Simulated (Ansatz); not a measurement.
CH4NSi (SMILES N=[C-][SiH3]) (charge −1)

```xyz
7

N    -0.9871   -1.9667    0.3180
C    -0.0289   -1.2102   -0.0570
Si    0.3550    0.7638   -0.1132
H    -1.8339   -1.5028    0.7099
H     0.7569    0.8562   -1.5844
H     0.0409    2.3275    0.1098
H     1.6970    0.7322    0.6169
```

The highest occupied orbital lies above zero, a sign that basis and functional describe the outermost electron poorly.

Computed with RKS revPBE-D4/6-31G* in Ansatz.

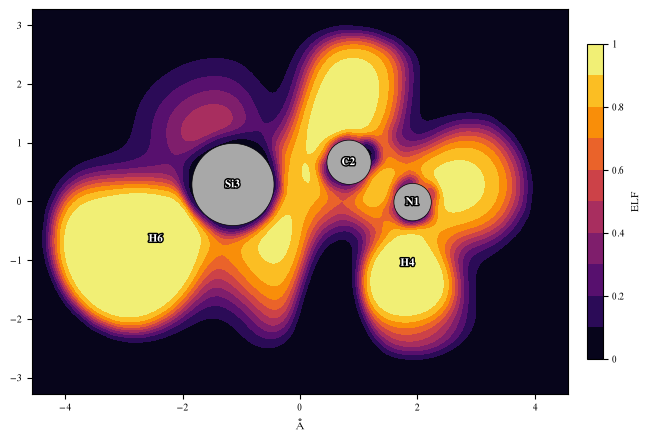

Figure 1. Electron localisation function on the plane of atoms C2, N1 and H4. Grey discs cover the atomic cores.

Read the bonding off the picture.

Answer. Atoms in the plane: N, C, Si and H.
C–N (1.28 Å): the ELF peaks at about 0.90 between the atoms: a covalent bond.
C–Si (2.01 Å): the ELF peaks at about 0.90 between the atoms (a covalent bond).
N–H (1.04 Å): the ELF climbs to about 1 towards the hydrogen, as it does in any bond to H: an ordinary covalent bond to hydrogen.
The ELF also peaks beside N1 and C2, away from the bonds: lone-pair regions.

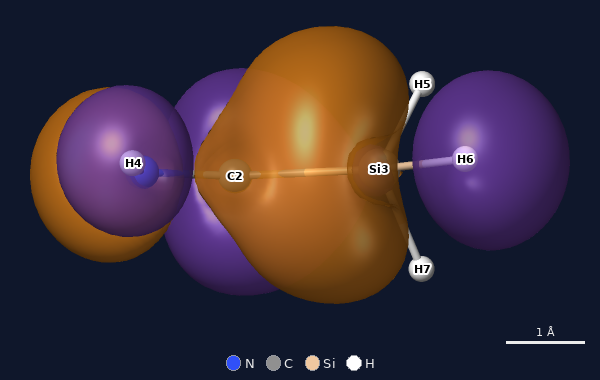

Figure 2. The HOMO at ±0.06 Å⁻³ᐟ² (orange and purple are the two phases), seen from one side.

Describe this orbital and give its energy.

Answer. By Hirshfeld shares it lies mainly on C2 (about 35 %), Si3 (about 30 %), N1 (about 15 %) and H6 (about 10 %). Its energy is 1.90 eV.

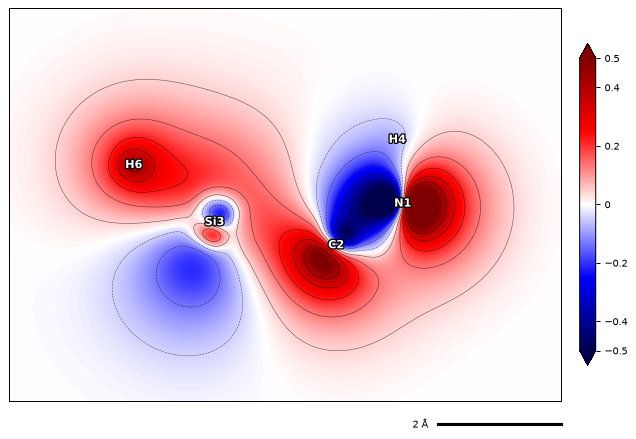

Figure 3. The HOMO−1 on the plane of atoms C2, Si3 and H6 (values in Å⁻³ᐟ²; the overall sign is arbitrary).

Describe this orbital and give its energy.

Answer. Its weight (Hirshfeld) is mainly on N1 (about 30 %), C2 (about 20 %), Si3 (about 20 %), H6 (about 10 %), H7 (about 10 %) and H5 (about 10 %). Its energy is −1.14 eV.
